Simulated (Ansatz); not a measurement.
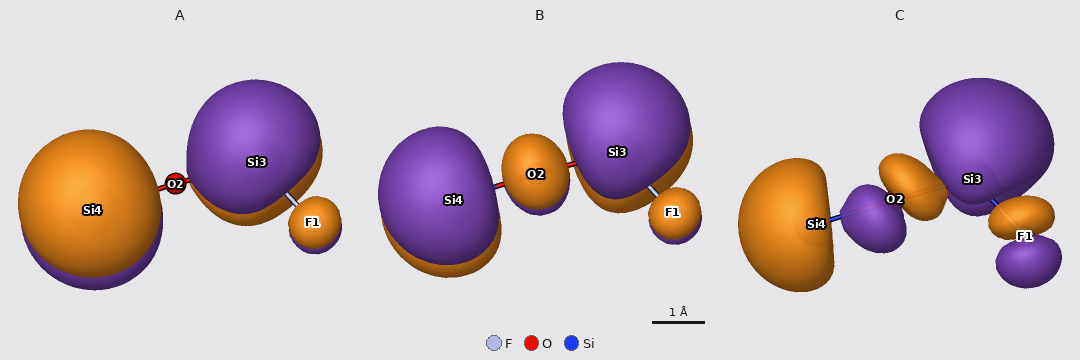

*FOSi2 (charge +1, triplet). Three frontier orbitals at ±0.08 Å⁻³ᐟ² (orange and purple are the two phases), in no order.*

Geometry: B3LYP-D3(BJ)/def2-SVP.

Computed with isolated molecule in a Gaussian basis; Kohn-Sham density functional theory, functional PBE0 in Ansatz 0.2.0.

### Which picture is the HOMO−1, the HOMO and the LUMO? All are α orbitals.

C is the HOMO−1 (α) (−14.70 eV). By Hirshfeld shares it lies mainly on Si3 (about 55 %), Si4 (about 20 %), O2 (about 15 %) and F1 (about 10 %); it is symmetric in the molecular plane (an in-plane orbital: σ, lone-pair or in-plane π type). A is the HOMO (α) (−10.44 eV). Its weight (Hirshfeld) is mainly on Si4 (about 55 %) and Si3 (about 40 %); it changes sign across the molecular plane (π type). B is the LUMO (α) (−8.20 eV). By Hirshfeld shares it lies mainly on Si3 (about 45 %), Si4 (about 40 %) and O2 (about 15 %); it changes sign across the molecular plane (π type); π-antibonding (a node) across O2–Si4.

### What is the gap between the highest occupied and lowest empty α orbitals?

2.24 eV between the orbital energies.
